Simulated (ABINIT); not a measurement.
# TaAgO3 (Pm-3m): G0W0 with ABINIT, start to end, part 3 of 3

Aim: the G0W0 gap of TaAgO3 (Pm-3m) on PBEsol, step by step.

ABINIT 10.8.3; PBEsol and many-body steps on it, plane waves. Known limits of the many-body steps: not at the basis limit; d shell near the gap, gap tends to lie low; no spin-orbit coupling; coarse k mesh.

So far. Step 4 (Empty states on the mesh, 2×2×2 mesh, 73 bands): On this mesh the gap is 1.588 eV. Step 5 (Screening, 2×2×2 mesh, 67 bands, screening to 106.1 eV): Local fields lower ε∞ by 4 %. On a Γ-centred mesh this coarse the value itself is usually too large, while a short band sum pulls it down.

**6. Self-energy, 2×2×2 mesh, 67 bands, screening to 106.1 eV**

The self-energy is evaluated for the states that the input lists, and the levels follow from it, in one-shot runs by the linearised quasiparticle equation.

This step: G0W0 on PBEsol, plane waves, norm-conserving pseudopotentials.

Input file run.abi:

```
acell 3*1.0 Angstrom
rprim 
  3.999370000000 0.000000000000 0.000000000000
  0.000000000000 3.999370000000 0.000000000000
  0.000000000000 0.000000000000 3.999370000000
ntypat 3
znucl 73 47 8
natom 5
typat 1 2 3 3 3
xred 
  0.000000000000 0.000000000000 0.000000000000
  0.500000000000 0.500000000000 0.500000000000
  0.000000000000 0.000000000000 0.500000000000
  0.000000000000 0.500000000000 0.000000000000
  0.500000000000 0.000000000000 0.000000000000
pp_dirpath "pseudos"
pseudos "Ta.upf, Ag.upf, O.upf"
ecut 37
ngkpt 2 2 2
nshiftk 1
shiftk 0 0 0
kptopt 1
chksymbreak 0
istwfk *1
occopt 1
irdwfk 1
optdriver 4
nband 67
gwcalctyp 0
ecutsigx 37
symsigma 1
nkptgw 3
kptgw 
  0.5000000000 0.5000000000 0.0000000000
  0.0000000000 0.0000000000 0.0000000000
  0.5000000000 0.0000000000 0.0000000000
bdgw 
  23 27
  23 29
  24 28
ecuteps 3.9
irdscr 1
ppmodel 1
indata_prefix "in"
outdata_prefix "out"
tmpdata_prefix "tmp"
```

Started as:

```bash
$ OMP_NUM_THREADS=1 mpirun -n 4 abinit run.abi > log
```

Numbers of over 12 decimals in the logs are rounded to 6 here.

Output:

```text
.Version 10.8.3 of ABINIT. v10.8.2 released Aug 2026.

 Symmetries : space group Pm -3 m (#221); Bravais cP (primitive cubic)
[... echo of the input left out ...]
== DATASET  1 ==================================================================
-   mpi_nproc: 4, omp_nthreads: 1 (-1 if OMP is not activated)

--- !DatasetInfo
iteration_state: {dtset: 1, }
dimensions: {natom: 5, nkpt: 4, mband: 67, nsppol: 1, nspinor: 1, nspden: 1, mpw: 4697, }
cutoff_energies: {ecut:  37.0, pawecutdg:  -1.0, }
electrons: {nelect:   5.00000000E+01, charge:   0.00000000E+00, occopt:   1.00000000E+00, tsmear:   1.00000000E-02, }

 SIGMA: Calculation of the GW corrections

 Based on a program developped by R.W. Godby, V. Olevano, G. Onida, and L. Reining.
 Incorporated in ABINIT by V. Olevano, G.-M. Rignanese, and M. Torrent.
.Using double precision arithmetic ; gwpc =  8

[... cell and pseudopotentials left out ...]
--------------------------------------------------------------------------------

 ==== K-mesh for the wavefunctions ====
 Number of points in the irreducible wedge :     4
[... list of points left out ...]
 Together with 48 symmetry operations and time-reversal symmetry
 yields     8 points in the full Brillouin Zone.

 ==== Q-mesh for screening function ====
 Number of points in the irreducible wedge :     4
[... list of points left out ...]
 Together with 48 symmetry operations and time-reversal symmetry
 yields     8 points in the full Brillouin Zone.

 vcoul_init : cutoff-mode = AUXILIARY_FUNCTION
 q-points for optical limit:   1
     1)      0.000010    0.000020    0.000030
 setmesh: FFT mesh size selected  =    45x   45x   45
          total number of points  =        91125

 Number of electrons calculated from density =   50.0000; Expected =   50.0000
 average of density, n =  0.115824
 r_s =    1.2726
 omega_plasma =   32.8288 [eV]

 === KS Band Gaps ===
  >>>> For spin  1
   Minimum direct gap =   2.1713 [eV], located at k-point      :   0.5000  0.0000  0.0000
   Fundamental gap    =   1.5877 [eV], Top of valence bands at :   0.5000  0.5000  0.0000
                                       Bottom of conduction at :   0.0000  0.0000  0.0000
 SIGMA fundamental parameters:
 PLASMON POLE MODEL  1
 number of plane-waves for SigmaX                 4697
 number of plane-waves for SigmaC and W            171
 number of plane-waves for wavefunctions          4697
 number of bands                                    67
 number of independent spin polarizations            1
 number of spinorial components                      1
 number of k-points in IBZ                           4
 number of q-points in IBZ                           4
 number of symmetry operations                      48
 number of k-points in BZ                            8
 number of q-points in BZ                            8
 number of frequencies for dSigma/dE                 9
 frequency step for dSigma/dE [eV]                0.25
 number of omega for Sigma on real axis              0
 max omega for Sigma on real axis  [eV]           0.00
 zcut for avoiding poles [eV]                     0.10

 EPSILON^-1 parameters (SCR file):
 dimension of the eps^-1 matrix on file            171
 dimension of the eps^-1 matrix used               171
 number of plane-waves for wavefunctions          4697
 number of bands                                    67
 number of q-points in IBZ                           4
 number of frequencies                               2
 number of real frequencies                          1
 number of imag frequencies                          1

 matrix elements of self-energy operator (all in [eV])

 Perturbative Calculation

--- !SelfEnergy_ee
iteration_state: {dtset: 1, }
kpoint     : [   0.500,    0.500,    0.000, ]
spin       : 1
KS_gap     :    4.691
QP_gap     :    6.276
Delta_QP_KS:    1.585
data: !SigmaeeData |
     Band     E0 <VxcDFT>   SigX SigC(E0)      Z dSigC/dE  Sig(E)    E-E0       E
       23   5.502 -23.721 -29.563   5.550   0.796  -0.256 -23.953  -0.232   5.269
       24   5.502 -23.721 -29.563   5.550   0.796  -0.256 -23.953  -0.232   5.269
       25   6.058 -21.399 -26.342   5.348   0.776  -0.289 -21.085   0.314   6.372
       26  10.749 -17.780 -11.510  -3.901   0.801  -0.248 -15.881   1.899  12.648
       27  10.749 -17.780 -11.510  -3.901   0.801  -0.248 -15.881   1.899  12.648

--- !SelfEnergy_ee
iteration_state: {dtset: 1, }
kpoint     : [   0.000,    0.000,    0.000, ]
spin       : 1
KS_gap     :    2.709
QP_gap     :    3.420
Delta_QP_KS:    0.711
data: !SigmaeeData |
     Band     E0 <VxcDFT>   SigX SigC(E0)      Z dSigC/dE  Sig(E)    E-E0       E
       23   4.936 -20.181 -25.375   5.565   0.774  -0.291 -19.893   0.287   5.224
       24   4.936 -20.181 -25.375   5.565   0.774  -0.291 -19.893   0.287   5.224
       25   4.936 -20.181 -25.375   5.565   0.774  -0.291 -19.893   0.287   5.224
       26   7.645 -11.924  -6.856  -3.872   0.835  -0.197 -10.926   0.999   8.644
       27   8.214 -15.753  -9.914  -3.886   0.826  -0.210 -14.139   1.614   9.828
       28   8.214 -15.753  -9.914  -3.886   0.826  -0.210 -14.139   1.614   9.828
       29   8.214 -15.753  -9.914  -3.886   0.826  -0.210 -14.139   1.614   9.828

--- !SelfEnergy_ee
iteration_state: {dtset: 1, }
kpoint     : [   0.500,    0.000,    0.000, ]
spin       : 1
KS_gap     :    2.171
QP_gap     :    3.836
Delta_QP_KS:    1.665
data: !SigmaeeData |
     Band     E0 <VxcDFT>   SigX SigC(E0)      Z dSigC/dE  Sig(E)    E-E0       E
       24   5.887 -22.998 -28.577   5.569   0.787  -0.270 -23.006  -0.008   5.878
       25   5.887 -22.998 -28.577   5.569   0.787  -0.270 -23.006  -0.008   5.878
       26   8.058 -14.934  -8.814  -4.118   0.828  -0.208 -13.277   1.657   9.715
       27  10.688 -17.776 -11.640  -3.794   0.800  -0.250 -15.903   1.874  12.561
       28  10.688 -17.776 -11.640  -3.794   0.800  -0.250 -15.903   1.874  12.561

== END DATASET(S) ==============================================================
================================================================================

 -outvars: echo values of variables after computation  --------
           etotal      0.0000000000E+00
            nband          67
             nkpt           4
          spgroup         221
 [... the other variables as echoed above ...]

 Calculation completed.
```

The job ended after 5.5 s (4 MPI ranks of Arm Neoverse V2, shared host; peak memory 0.7 GiB).

Numbers from this step:

| Item | Value |
| --- | --- |
| G0W0 gap on the points computed | 2.272 eV |
| starting gap on the mesh | 1.588 eV |
| k of the valence top | 0.5, 0.5, 0 |
| k of the conduction bottom | 0, 0, 0 |
| Z at the valence top | 0.776 |
| Z at the conduction bottom | 0.835 |
| least direct G0W0 gap on the computed points | 3.42 eV |

The gap on the mesh goes from 1.59 eV to 2.27 eV, a correction of +0.68 eV.

Limits: finite bands, cutoff and mesh; d shell near the gap, gap tends to lie low; no spin-orbit coupling; coarse k mesh. v1 is the top filled band, c1 the lowest empty one. The levels before and after the correction (eV, zero at the valence-band top of each column):

```csv
,conduction bottom,valence top
Kohn-Sham,1.59,0.00
G0W0,2.27,0.00
```

```csv
,level,energy (eV)
Kohn-Sham,(0.5 0.5 0) v3-v2,-0.556
Kohn-Sham,(0.5 0.5 0) v1,0.000
Kohn-Sham,(0.5 0.5 0) c1-c2,4.692
Kohn-Sham,Γ v3-v1,-1.121
Kohn-Sham,Γ c1,1.588
Kohn-Sham,Γ c2-c4,2.157
G0W0,(0.5 0.5 0) v3-v2,-1.103
G0W0,(0.5 0.5 0) v1,0.000
G0W0,(0.5 0.5 0) c1-c2,6.276
G0W0,Γ v3-v1,-1.148
G0W0,Γ c1,2.272
G0W0,Γ c2-c4,3.456
```

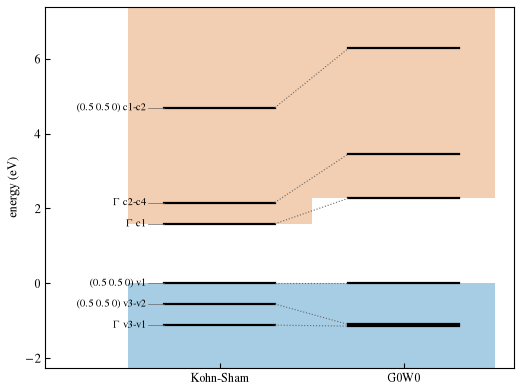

Levels before and after the correction. Shaded: valence and conduction bands.

**7. Where the time went**

Times are wall times on 4 MPI ranks of Arm Neoverse V2, shared host, good to a factor of about two.

```csv
step,time,share,memory (GiB)
ground state,37 s,36 %,0.35
bands along the symmetry lines,42 s,41 %,0.38
empty states on the mesh,9.9 s,10 %,0.29
screening,7.4 s,7 %,0.62
self-energy,5.5 s,5 %,0.7
```

**8. Summary of results**

| Property | Result |
| --- | --- |
| PBEsol gap | 1.59 eV, indirect |
| G0W0 gap on the mesh | 2.27 eV |
| GW settings | 2×2×2 mesh, 67 bands, screening to 106.1 eV, Godby-Needs plasmon pole |
| known limits | not at the basis limit; d shell near the gap, gap tends to lie low; no spin-orbit coupling; coarse k mesh |

**Reading.** G0W0 moves the gap on the mesh from 1.59 eV to 2.27 eV (+0.68 eV), with Z of 0.78 and 0.83 at the edges. Local fields lower the RPA ε∞ on this mesh from 11.98 to 11.45; a Γ-centred mesh this coarse tends to raise both, most where the direct gap is narrow, while a short band sum lowers them. Only 3 of the mesh's irreducible points were corrected, so a valley elsewhere could overtake. Bands and cutoff are finite, so the gap is not at the basis limit. The miss can reach some tenths of an eV and take either sign; the mesh is an error of its own. In the G0W0 run levels were corrected at 3 k points alone, so a gap called «on the mesh» is the least over those, and an edge elsewhere would be missed. The 2×2×2 mesh is coarse for this cell, which bears on the long-range parts of exchange and screening. This is the ideal cubic cell; many perovskites, halides above all, are cubic only on average, and local tilts or off-centring can widen the gap. A d shell, filled or nearly so, lies near the gap. One-shot GW converges very slowly in bands there, not always from below, and on a semilocal start the gap tends to come out low; starts rich in exact exchange can overshoot instead. The many-body steps are scalar-relativistic: spin-orbit coupling is not in them.

[Paths, hosts, dates, memory and timing lines, banners, echoed tables and standing remarks are left out of the program output.]

[Logs are printed without paths, hosts, clocks, repeated set-up lines and the standing remarks that a program may print on its own settings, such as how far it seeks lower states.]

[Runs of the session that timed out or met a known fault of the program may be left out.]

[Hosts, paths, dates, database ids (printed as entryN), source tags and the programs' standing remarks are cut or masked in the printed files.]

[G0W0 gaps are taken among the corrected bands and points alone; a level outside them can change the order at an edge.]

[Where Ansatz stands beside ABINIT at settings called matched, ABINIT's density can come from a denser mesh and the files from another edition; pairs whose starting gaps differed by over 0.03 eV were left out, so agreement reads better than it is.]
